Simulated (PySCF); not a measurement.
Si(F)(Me)(Et)(Vi), SMILES C=C[Si](C)(F)CC (C₅H₁₁FSi), singlet at its GFN2-xTB optimised geometry (Å):

```
18

C      0.7138    -2.9175     2.4877
C     -0.1176    -2.4574     1.5645
Si     0.4239    -1.5579     0.0000
C     -0.1174    -2.4746    -1.5715
F      2.0548    -1.5579     0.0000
C     -0.0888     0.2766     0.0000
C     -1.5993     0.4952     0.0019
H      0.3730    -3.4291     3.3751
H      1.7802    -2.8002     2.3886
H     -1.1807    -2.6044     1.7131
H      0.2175    -1.9533    -2.4638
H      0.3015    -3.4764    -1.5999
H     -1.1971    -2.5683    -1.6294
H      0.3409     0.7728     0.8722
H      0.3386     0.7715    -0.8743
H     -2.0548     0.0451    -0.8769
H     -1.8354     1.5579    -0.0005
H     -2.0509     0.0503     0.8854
```

Computed with PBE0/def2-SVP (PySCF). Cells within 0.4 Å of a nucleus heavier than hydrogen are left out (blank, or x).

Map of the log10 of the electron density (e/bohr³), floored at −4 on the plane z = 0.0 Å:

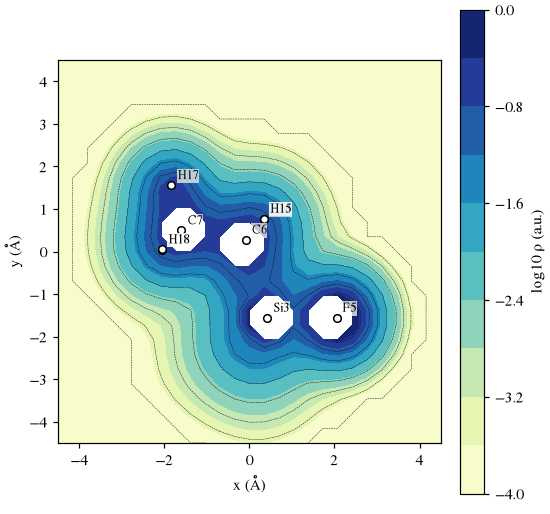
Fig. 1. Log10 of the electron density (e/bohr³), floored at −4 on the plane z = 0.0 Å.
